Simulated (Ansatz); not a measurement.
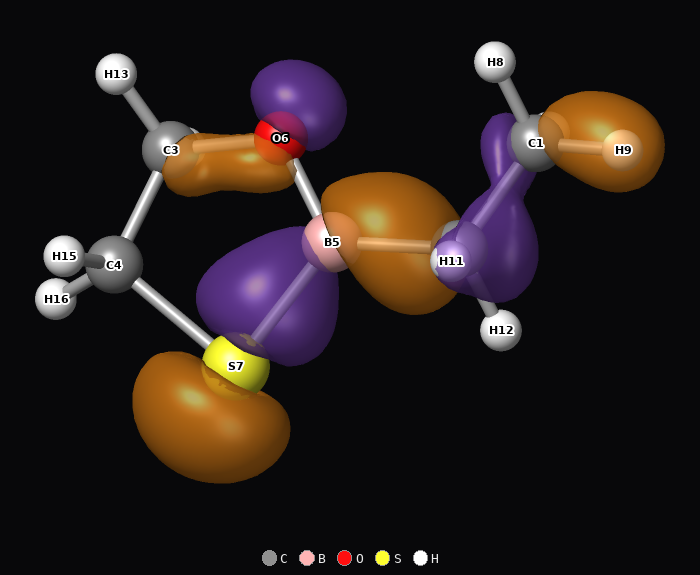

Figure 1: C4H9BOS (SMILES CCB1OCCS1). The HOMO−1 at ±0.15 Å⁻³ᐟ² (orange and purple are the two phases), seen at a tilt.

Geometry: PBE-D3(BJ)/def2-SVP.

All numbers below come from isolated molecule in a Gaussian basis; Kohn-Sham density functional theory, functional PBE0 in Ansatz.

The calculation's input:

```
basis:
  gaussian:
    orbitals: def2-SVPD
crystal:
  periodic: [false, false, false]
  atoms:
    - {symbol: C, position_ang: [-2.090644, -2.249613, 0.836527]}
    - {symbol: C, position_ang: [-1.492044, -1.712254, -0.469785]}
    - {symbol: C, position_ang: [0.184444, 1.499811, 0.803196]}
    - {symbol: C, position_ang: [0.674606, 1.809566, -0.614354]}
    - {symbol: B, position_ang: [-0.637432, -0.398042, -0.320680]}
    - {symbol: O, position_ang: [-0.780999, 0.443635, 0.755186]}
    - {symbol: S, position_ang: [0.604077, 0.203121, -1.525877]}
    - {symbol: H, position_ang: [-2.712904, -1.482029, 1.338987]}
    - {symbol: H, position_ang: [-2.726632, -3.142144, 0.666469]}
    - {symbol: H, position_ang: [-1.297182, -2.538882, 1.555816]}
    - {symbol: H, position_ang: [-2.303962, -1.480229, -1.198652]}
    - {symbol: H, position_ang: [-0.883740, -2.490076, -0.981582]}
    - {symbol: H, position_ang: [-0.283585, 2.385214, 1.280938]}
    - {symbol: H, position_ang: [1.031408, 1.168161, 1.444946]}
    - {symbol: H, position_ang: [0.017942, 2.536796, -1.134311]}
    - {symbol: H, position_ang: [1.708626, 2.204586, -0.621032]}
magnetization:
  spin_polarized: false
hamiltonian:
  xc: {name: PBE0}
output: {forces: true, orbitals: {seedname: orbitals}}
```

Command:

```sh
ansatz run input.yaml --threads 4 --pin off --max-ram 7830MiB --events-out events.jsonl --progress --plain --runs-dir runs
```

> Where does this orbital lie, and at what energy?

It lies mainly on S7 (about 35 %), C2 (about 15 %), B5 (about 15 %), O6 (about 10 %) and C1 (about 5 %). Its energy is −8.51 eV.
